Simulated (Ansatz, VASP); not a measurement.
# LaFe2P2: VASP beside Ansatz, part 2 of 2

Aim: how closely do two programs agree when they are given the same cell, functional and k mesh?

VASP 6.6.1 and Ansatz 0.2.0.

So far. Step 2 (VASP: single point, PBEsol): The run ends at a pressure of -2.75 GPa, with forces up to 0.33 eV/Å.

### Step 3. Ansatz: single point, PBEsol

Level of this step: Ansatz beside VASP: Kohn-Sham DFT, plane waves, PBEsol (Ansatz).

Ansatz runs on its default PAW (the set named soft_2) files.

The same cell, functional, mesh and smearing now go to Ansatz, which takes its cutoff from its data sets.

Contents of input.yaml:

```yaml
crystal:
  lattice:
    - [-1.8928825844, 1.8928825844, 5.5100156407]
    - [3.7857651688, -3.7857651688, 11.0200312814]
    - [1.8928825844, 1.8928825844, -5.5100156407]
  atoms:
    - { symbol: Fe, position: [0.25, 0.375, 0.5], spin: 3.0 }
    - { symbol: Fe, position: [0.25, 0.875, 0.5], spin: 3.0 }
    - { symbol: Fe, position: [0.75, 0.125, 0.5], spin: 3.0 }
    - { symbol: Fe, position: [0.75, 0.625, 0.5], spin: 3.0 }
    - { symbol: La, position: [0.0, 0.0, 0.0] }
    - { symbol: La, position: [0.0, 0.5, 0.0] }
    - { symbol: P, position: [0.34774256, 0.17387128, 0.0] }
    - { symbol: P, position: [0.34774256, 0.67387128, 0.0] }
    - { symbol: P, position: [0.65225744, 0.32612872, 0.0] }
    - { symbol: P, position: [0.65225744, 0.82612872, 0.0] }
hamiltonian:
  xc: pbesol
  pseudopotentials: { kind: paw }
magnetization:
  spin_polarized: true
kpoints:
  mp_grid: { grid: [6, 6, 6] }
scf:
  occupations: { method: gaussian, width: 0.05 }
  n_extra_bands: 14
output:
  forces: true
  stress: true
  eigenvalues: true
```

The run is started by

```bash
$ ansatz run input.yaml --threads 4 --pin off --max-ram 9216MiB --backend cpu --events-out ev --progress --plain --runs-dir out
```

Numbers of over 12 decimals in the logs are rounded to 6 here.

Output:

```text
Warning: the band count 67 (scf.n_extra_bands) hosts the net moment |M| = 12.0000 μB (N_el = 106) but caps the reachable moment at 2·n_bands − N_el = 28.0000 μB, below the 71 bands that the automatic rule leaves for it — a moment growing past the seed, or the majority channel's smearing tail, pins there with fewer empty majority states than that count leaves; raise or omit scf.n_extra_bands unless the cap is intended
basis.fft_grid_basis auto: the FFT boxes are laid along the combinations [[1, 0, 1], [0, 1, 2], [0, 0, 1]] of the cell's own vectors, 3.786, 7.572 and 6.126 Å long. The dense box has 27×54×45 points. Along the cell's own vectors, as sized, it would have 45×90×45, 2.78 times as many. Of the 8 symmetry operations that the crystal satisfies within crystal.symmetry.tolerance (time reversal apart; of a slab, those that ke [...]
scf.n_extra_bands = 14 over 53 filled bands (N_el = 106.0): the run solves 67 bands
Engine: ansatz 0.2.0, aarch64-unknown-linux-gnu
Pseudopotentials: kind: paw
Pseudopotential: Fe, paw, valence charge 16, recommended cutoff 420 eV (normal), Fe.paw.azcp
Pseudopotential: La, paw, valence charge 11, recommended cutoff 420 eV (normal), La.paw.azcp
Pseudopotential: P, paw, valence charge 5, recommended cutoff 420 eV (normal), P.paw.azcp
Functional definition: PBEsol
  exchange = pbesol_x
  correlation = pbesol_c
Crystal: 10 atoms, lattice volume = 157.939 Å³
Basis set: ecut = 420 eV, 3123 PW (Γ), FFT grids on a1+a3, a2+2a3, a3, exchange–correlation on 54×108×90 points (8 copies of the dense FFT grid, shifted against one another)
Bands: 67, of which v1, the nominal top of the filled ones, is band 53 counted from 1 (52 counted from 0)
Symmetry: 8 space group operations
Space group: I4/mmm (ITA 139), of the structure as read, at distance tolerance 5.4e-5 Å
Magnetic group: BNS 139.531 (UNI 1191), of the structure as read, at distance tolerance 5.4e-5 Å
k-points: 68 of 216
Non-local potential: Fe, projectors of the file, l = 0: 3, l = 1: 2, l = 2: 3, l = 3: 1
Non-local potential: La, projectors of the file, l = 0: 3, l = 1: 2, l = 2: 2, l = 3: 3
Non-local potential: P, projectors of the file, l = 0: 2, l = 1: 2, l = 2: 2
PAW form: soft (Blöchl's): semilocal exchange-correlation on the pseudo side does not see the compensation charge
PAW frozen core: Fe, regenerated for the run's functional, and the local potential with it (the file was generated under x = pbe(κ = 0.804, μ = 0.219515), c = pbe(β = 0.066725))
PAW frozen core: La, regenerated for the run's functional, and the local potential with it (the file was generated under x = pbe(κ = 0.804, μ = 0.219515), c = pbe(β = 0.066725))
PAW frozen core: P, regenerated for the run's functional, and the local potential with it (the file was generated under x = pbe(κ = 0.804, μ = 0.219515), c = pbe(β = 0.066725))
PAW one-centre angular grid: Fe, 590 points (default); XC on 64 Gauss nodes
PAW one-centre angular grid: La, 590 points (default); XC on 64 Gauss nodes
PAW one-centre angular grid: P, 110 points (default); XC on 64 Gauss nodes
Initial density: superposition of atomic densities (chi_scale 0.1, normalization cell, long waves kept (reshape's long-wave potential 0.00 eV rms))
Starting moments: Σ|m| = 12 μB on 4 of 10 sites
Initial wavefunctions: pseudopotential atomic-orbital guess
Functional: x = pbesol(κ = 0.804, μ = 0.123457), c = pbesol(β = 0.046)
SCF iter   1: F=—  HF=-33099.608314 eV  |F-HF|=—  |Δ(HF+E_count)|=         —  Δρ=1.94e-1 (↑1.94e-1 ↓3.51e-2)  dr2=6.26e1  dr2_m=1.43e1  M=3.803 μB ∫|m|=6.151 μB  β_m=0.30  ethr=3.10e-3  ⟨swp⟩=6.1  Hψ=35570  notcnv=0
Mixer restart at iter 1: flushing history
preconditioner: auto → Kerker (q_TF=auto, 2.553 Å⁻¹)  [metal: Δε(μ)=0.001 eV  Ē_g=7.605 eV  σ=0.050 eV  W_gap=0.01  n_scr=46 (ndim 8)  ℏωp=24.7 eV  f_vac=0.000  D(μ)=8.21/eV (n_scr^D=68)]
spin=Collinear: Kerker preconditioning applied to the charge; magnetization (m = ρ↑ − ρ↓) channel mixes plain (no charge-response kernel on spin).
SCF iter   2: F=—  HF=-33081.206251 eV  |F-HF|=—  |Δ(HF+E_count)|=    1.84e1  Δρ=9.38e-2 (↑9.35e-2 ↓9.38e-2)  dr2=1.18e0  dr2_m=1.24e1  M=2.802 μB ∫|m|=3.939 μB  β_m=0.39  ethr=3.10e-3  ⟨swp⟩=4.5  Hψ=23834  notcnv=0  defer=858
SCF iter   3: F=—  HF=-33084.047533 eV  |F-HF|=—  |Δ(HF+E_count)|=    2.84e0  Δρ=7.63e-2 (↑6.85e-2 ↓7.63e-2)  dr2=3.90e-1  dr2_m=7.45e0  M=2.047 μB ∫|m|=2.854 μB  β_m=0.66  ethr=1.12e-3  ⟨swp⟩=3.3  Hψ=16124  notcnv=0  defer=893
SCF iter   4: F=—  HF=-33088.365879 eV  |F-HF|=—  |Δ(HF+E_count)|=    4.32e0  Δρ=6.52e-2 (↑1.32e-2 ↓6.52e-2)  dr2=4.48e0  dr2_m=2.00e0  M=0.655 μB ∫|m|=1.051 μB  β_m=0.65  ethr=3.68e-4  ⟨swp⟩=3.9  Hψ=19099  notcnv=0  defer=893
SCF iter   5: F=—  HF=-33088.946136 eV  |F-HF|=—  |Δ(HF+E_count)|=   5.80e-1  Δρ=1.03e-2 (↑1.03e-2 ↓3.69e-3)  dr2=1.90e-1  dr2_m=3.08e-2  M=0.184 μB ∫|m|=0.314 μB  β_m=0.73  ethr=3.68e-4  ⟨swp⟩=5.0  Hψ=25071  notcnv=0  defer=934
SCF iter   6: F=—  HF=-33088.943439 eV  |F-HF|=—  |Δ(HF+E_count)|=   2.70e-3  Δρ=5.75e-3 (↑5.75e-3 ↓4.66e-3)  dr2=1.42e-1  dr2_m=1.23e-3  M=0.096 μB ∫|m|=0.139 μB  β_m=0.87  ethr=1.79e-4  ⟨swp⟩=2.9  Hψ=12777  notcnv=0  defer=935
SCF iter   7: F=—  HF=-33088.977693 eV  |F-HF|=—  |Δ(HF+E_count)|=   3.43e-2  Δρ=6.47e-4 (↑4.31e-4 ↓6.47e-4)  dr2=1.62e-3  dr2_m=1.18e-4  M=0.049 μB ∫|m|=0.055 μB  β_m=0.93  ethr=1.34e-4  ⟨swp⟩=2.9  Hψ=13640  notcnv=0  defer=935
SCF iter   8: F=—  HF=-33088.977810 eV  |F-HF|=—  |Δ(HF+E_count)|=   1.16e-4  Δρ=3.32e-4 (↑1.68e-4 ↓3.32e-4)  dr2=9.45e-5  dr2_m=7.30e-5  M=0.033 μB ∫|m|=0.039 μB  β_m=0.97  ethr=1.53e-6  ⟨swp⟩=2.1  Hψ=17356  notcnv=0  defer=935
SCF iter   9: F=—  HF=-33088.977830 eV  |F-HF|=—  |Δ(HF+E_count)|=   2.00e-5  Δρ=1.69e-4 (↑1.69e-4 ↓1.08e-4)  dr2=1.25e-4  dr2_m=4.31e-6  M=0.015 μB ∫|m|=0.017 μB  β_m=0.98  ethr=8.92e-8  ⟨swp⟩=2.0  Hψ=14819  notcnv=0  defer=935
SCF iter  10: F=—  HF=-33088.977853 eV  |F-HF|=—  |Δ(HF+E_count)|=   2.30e-5  Δρ=4.94e-5 (↑3.74e-5 ↓4.94e-5)  dr2=1.25e-5  dr2_m=5.74e-7  M=0.007 μB ∫|m|=0.007 μB  β_m=0.99  ethr=8.92e-8  ⟨swp⟩=2.0  Hψ=12223  notcnv=0  defer=935
SCF iter  11: F=—  HF=-33088.977856 eV  |F-HF|=—  |Δ(HF+E_count)|=   3.16e-6  Δρ=1.01e-5 (↑1.01e-5 ↓7.32e-6)  dr2=2.52e-8  dr2_m=9.98e-8  M=0.003 μB ∫|m|=0.003 μB  β_m=1.00  ethr=1.18e-8  ⟨swp⟩=2.0  Hψ=14671  notcnv=0  defer=935
SCF iter  12: F=—  HF=-33088.977856 eV  |F-HF|=—  |Δ(HF+E_count)|=   5.25e-7  Δρ=7.17e-6 (↑3.98e-6 ↓7.17e-6)  dr2=1.43e-7  dr2_m=1.47e-8  M=0.001 μB ∫|m|=0.001 μB  β_m=1.00  ethr=2.38e-11  ⟨swp⟩=3.5  Hψ=23081  notcnv=0  defer=935
SCF iter  13: F=—  HF=-33088.977856 eV  |F-HF|=—  |Δ(HF+E_count)|=   4.42e-8  Δρ=1.99e-6 (↑1.99e-6 ↓1.08e-6)  dr2=1.46e-8  dr2_m=9.77e-10  M=0.000 μB ∫|m|=0.000 μB  β_m=0.96  ethr=2.38e-11  ⟨swp⟩=2.9  Hψ=17588  notcnv=0  defer=935
SCF iter  14: F=-33088.977856 eV  HF=-33088.977856 eV  |F-HF|=8.37e-10  |Δ(HF+E_count)|=   3.48e-9  Δρ=2.54e-7 (↑2.54e-7 ↓2.44e-7)  dr2=1.13e-9  dr2_m=1.72e-11  M=0.000 μB ∫|m|=0.000 μB  ethr=1.38e-11  ⟨swp⟩=11.6  Hψ=43033  notcnv=0
SCF 1 converged in 14 iterations: F = -33088.977856 eV  dr2 = 1.13e-9
  greatest PAW one-centre occupation: 1.000 electrons in one spin orbital (limit 2), on the Fe atom at site 3 (counted from 0), in its partial waves of l = 1
WARN: the starting moments were not kept: the SCF closed with an absolute magnetisation of 3.4e-5 μB, where they sum to 12 μB in size (4 sites). That is at most 0.1 of that sum. Measured as dr2_m measures the in/out step, that magnetisation stands 1.0e-10 eV from none, at or under the dr2_threshold of 1.0e-7 eV: it is no larger than a step whose dr2_m would equal this threshold. The system may hold no moment; this SC [...]
SCF converged after 14 iterations
Magnetization: 0.0000 μB (53.0000 up, 53.0000 down)
Absolute magnetization: 0.0000 μB (∫|ρ↑−ρ↓|, with the PAW one-centre terms)
Spin contamination: 0.0000 ħ² per cell (⟨S²⟩ above its minimum at these occupations)
Per-site moments (μB) at R_I (Å): [(3.493952190288735e-6, 0.898380), (3.493952190288735e-6, 0.898380), (3.493952190271007e-6, 0.898380), (3.4939521902710077e-6, 0.898380), (3.113152459845124e-6, 1.303219), (3.1131524598451243e-6, 1.303219), (-3.5950735196163353e-7, 0.898380), (-3.5950735196163364e-7, 0.898380), (-3.5950735211271864e-7, 0.898380), (-3.5950735211271854e-7, 0.898380)]
Free energy (F): -33088.977856 eV
Harris-Foulkes:  -33088.977856 eV  (|F-HF|=8.37e-10)
Internal energy: -33088.968380 eV  (E = F + TS)
E sigma→0 (E₀):  -33088.973118 eV
Entropy (-TS):   -0.009477 eV (-0.948 meV/atom)
Fermi energy:    14.546968 eV
--- Per-component energies (eV) ---
  E_band       = -963.800701
  E_kinetic    = 2115.530876
  E_local      = -14093.970189  (includes V_loc(G=0)·N_el)
  E_nonlocal   = 1191.247903
  E_hartree    = 6165.971279
  E_xc         = -1005.775741
  E_vxc        = -1164.979465  (∫ρ·V_xc dr)
  E_paw        = -18209.060293  (= ΣΔE_a)
  E_vpaw       = -1343.578895  (= ΣTr[D̂ρ^β])
  E_aug_tail   = 0.003580  (compensation charges beyond the density's cutoff)
  E_ewald      = -9254.156005
  E_core_change = 1.240210  (= ΣΔE_core)
  E_smearing   = -0.009477  (= −TS)
  E_closure    = -0.000000  (closes the sum)
  Σ components = -33088.977856   (vs F -33088.977856, Δ=0.00e0)
--- Forces (eV/Å), atoms counted from 1 ---
  atom   1  Fe    -0.00041711     0.00000000     0.00593454
  atom   2  Fe    -0.00041711     0.00000000     0.00593454
  atom   3  Fe     0.00041711     0.00000000    -0.00593454
  atom   4  Fe     0.00041711     0.00000000    -0.00593454
  atom   5  La     0.00000000    -0.00000000     0.00000000
  atom   6  La     0.00000000    -0.00000000     0.00000000
  atom   7  P     -0.00118605     0.00000000     0.25645904
  atom   8  P     -0.00118605     0.00000000     0.25645904
  atom   9  P      0.00118605     0.00000000    -0.25645904
  atom  10  P      0.00118605     0.00000000    -0.25645904
  max |Σ_I F_I| component: 1.39e-17 eV/Å
--- Stress (GPa, compression-positive) ---
       -2.894652       0.000000       0.002045
        0.000000      -2.788490       0.000000
        0.002045       0.000000      -3.277400
  P = ⅓ Tr σ = -2.9868 GPa (-29.868 kbar)
--- Band table (eV; the first three rows and the last of 136) ---
  k-point 0 ↑: bands = [... 49 lower, 13.6636, 14.2145, 14.2177, 14.2842, 15.1317, 15.1790, 15.2768, 15.5281, ... 10 higher]
  k-point 1 ↑: bands = [... 49 lower, 13.7694, 13.8579, 13.9733, 14.3784, 14.7373, 15.2788, 15.2842, 15.3551, ... 10 higher]
  k-point 2 ↑: bands = [... 49 lower, 13.6912, 13.8602, 13.8804, 14.7166, 14.7374, 15.2748, 15.2841, 15.3713, ... 10 higher]
  k-point 67 ↓: bands = [... 49 lower, 13.8905, 14.4794, 14.4794, 15.0296, 15.0296, 15.3756, 15.3756, 15.8413, ... 10 higher]
```

Wall time 1.7 min (4 threads of Arm Neoverse N1, shared host); peak memory 1.3 GiB; 6.6 min of CPU time.

In the SCF lines HF is the Harris–Foulkes energy and dr2 the Hartree energy of the density residual, in eV; the loop may stop once dr2 is under the threshold and the program's other checks hold. Hψ counts applications of the Hamiltonian.

The run ends at a pressure of -2.99 GPa, with forces up to 0.26 eV/Å.

### Step 4. Differences

Known differences besides the PAW data sets themselves: the data sets hold 106 valence electrons in Ansatz (default PAW (the set named soft_2) files) and 74 in VASP; the cutoff is 420 eV in Ansatz and 350 eV in VASP; Ansatz makes its cores anew for this functional, VASP keeps those of its PBE data sets. Total energies have different zeros and are not compared.

The two programs side by side:

```csv
quantity,Ansatz,VASP,difference
pressure (GPa),-2.99,-2.75,-0.24
```

Forces (eV/Å; atoms numbered as in POSCAR):

```csv
atom,"Ansatz x, y, z","VASP x, y, z"
Fe1,"0.000, 0.000, 0.006","-0.001, 0.000, 0.006"
Fe2,"0.000, 0.000, 0.006","-0.001, 0.000, 0.006"
Fe3,"0.000, 0.000, -0.006","0.001, 0.000, -0.006"
Fe4,"0.000, 0.000, -0.006","0.001, 0.000, -0.006"
La5,"0.000, 0.000, 0.000","0.000, 0.000, 0.000"
La6,"0.000, 0.000, 0.000","0.000, 0.000, 0.000"
P7,"-0.001, 0.000, 0.256","-0.001, 0.000, 0.327"
P8,"-0.001, 0.000, 0.256","-0.001, 0.000, 0.327"
P9,"0.001, 0.000, -0.256","0.001, 0.000, -0.327"
P10,"0.001, 0.000, -0.256","0.001, 0.000, -0.327"
```

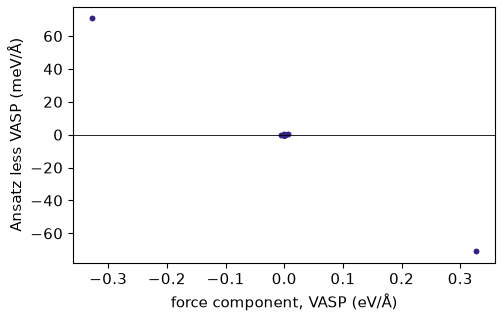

Difference of the force components against their size.

The forces differ by 26 meV/Å r.m.s., which is 21.6 % of the r.m.s. force of 0.12 eV/Å (both taken over all components). Ansatz's pressure holds a Pulay correction of 0.06 GPa; VASP's holds none.

### Step 5. Further runs

The difference is large enough to ask for its cause, so further runs change the set-up of one program at a time, as the table lists.

```csv
run,r.m.s. force difference (meV/Å)
as above,26
"cores kept as stored, as VASP does, whose cores stay as stored",23
Ansatz's larger PAW set (cutoff 950 eV),25
```

### Step 6. Outcome

| Item | Value |
| --- | --- |
| r.m.s. force difference (single point, PBEsol) | 26 meV/Å |

What this shows: The r.m.s. force difference is 26 meV/Å (single point, PBEsol), beyond the 12 meV/Å picked in this series as the mark of a large difference. For single point, PBEsol: no further run halves the r.m.s. force difference; only Ansatz's side was varied. 2 further runs on this material are not shown. How closely two codes agree says nothing of how well the functional describes the real material.

[Lines on the potential files, build, host, timing and source positions are cut from VASP's logs without a mark.]

[Logs are printed without paths, hosts, clocks, repeated set-up lines and the standing remarks that a program may print on its own settings, such as how far it seeks lower states.]

[Hosts, paths, dates, database ids (printed as entryN), source tags and the programs' standing remarks are cut or masked in the printed files.]
